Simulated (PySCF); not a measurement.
# C8H10S2 (1,4-bis(methylsulfanyl)benzene): the cost of one run

Computed with PySCF 2.14.0 and routines of our own; the level stands in each step. Atoms count from 0.

## 1. The system as given

20 atoms, charge 0, multiplicity 1; geometry from: GFN2-xTB.

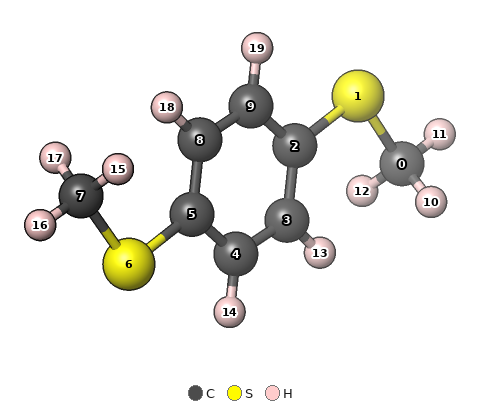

The starting geometry (carbon dark grey, sulfur yellow, hydrogen pink).

## 2. Geometry optimisation at PBE0-D3(BJ)/def2-SVP

Job settings and geometry (Å):

```
{"job": {"xc": "PBE0", "basis": "def2-SVP", "d3": "d3bj", "grid": 2, "kind": "geom"}, "charge": 0, "multiplicity": 1}
C     -4.049629     0.019982    -0.146546
S     -2.876262    -1.111494    -0.945982
C     -1.290651    -0.455431    -0.522570
C     -1.094539     0.650461     0.294826
C      0.186810     1.083787     0.567288
C      1.291591     0.426030     0.035569
S      2.875058     1.083361     0.463239
C      4.047912     0.015831    -0.418675
C      1.095722    -0.680431    -0.781036
C     -0.185900    -1.112977    -1.054869
H     -3.934657    -0.022370     0.932852
H     -5.035405    -0.339692    -0.425072
H     -3.906441     1.029254    -0.521389
H     -1.926578     1.185142     0.723542
H      0.342182     1.942945     1.202009
H      3.984179    -1.000613    -0.040939
H      5.030128     0.426868    -0.206894
H      3.854840     0.055362    -1.486619
H      1.928249    -1.213997    -1.210188
H     -0.341758    -1.971339    -1.690673
```

The run is started by

```
$ OMP_NUM_THREADS=1 python excited_run.py task.json out
```

One launch serves the whole session: the jobs run in the order shown.

Q: Estimate the wall time and peak memory of this first job on 1 thread of AMD EPYC 9R45, shared host.

About 56 s, with a peak of 0.95 GiB.
